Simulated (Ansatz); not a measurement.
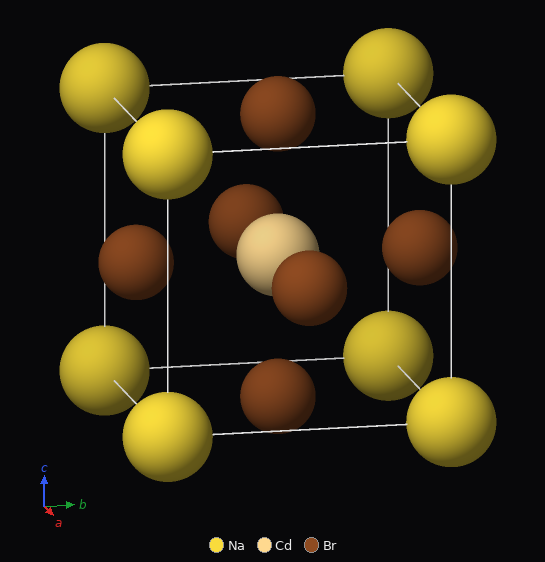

Spheres-only drawing of the structure, looking slightly off an axis. Lines trace the edges of the conventional unit cell.

NaCdBr3, cubic perovskite, space group Pm-3m (No. 221), a = 5.464 Å, b = 5.464 Å, c = 5.464 Å, α = 90.00°, β = 90.00°, γ = 90.00°. It derives from a structure type filled with these elements by a generator (whether the compound takes this form wasn't checked). Earlier steps of the study may have refined or changed the cell and positions. It went into a calculation with Ansatz.

This one geometry was computed with Ansatz (DFT, plane waves, PAW) at three levels of theory: HSE06, r2SCAN and PBE. It was relaxed beforehand with r2SCAN.

How does the band gap change with the level of theory?

PBE: a gap of 0.85 eV, indirect; r2SCAN: a gap of 1.51 eV, indirect; HSE06: a gap of 1.98 eV, indirect.

Collect the results in a table.

| level | cutoff (eV) | k-mesh of the run's cell | gap (eV) | pressure (GPa) |
| --- | --- | --- | --- | --- |
| HSE06 | 420 | 4×4×4 | 1.98 | 0.2 |
| r2SCAN | 500 | 6×6×6 | 1.51 | 0.0 |
| PBE | 420 | 6×6×6 | 0.85 | 0.8 |

Gaps are taken on the k-mesh or band path of each run.
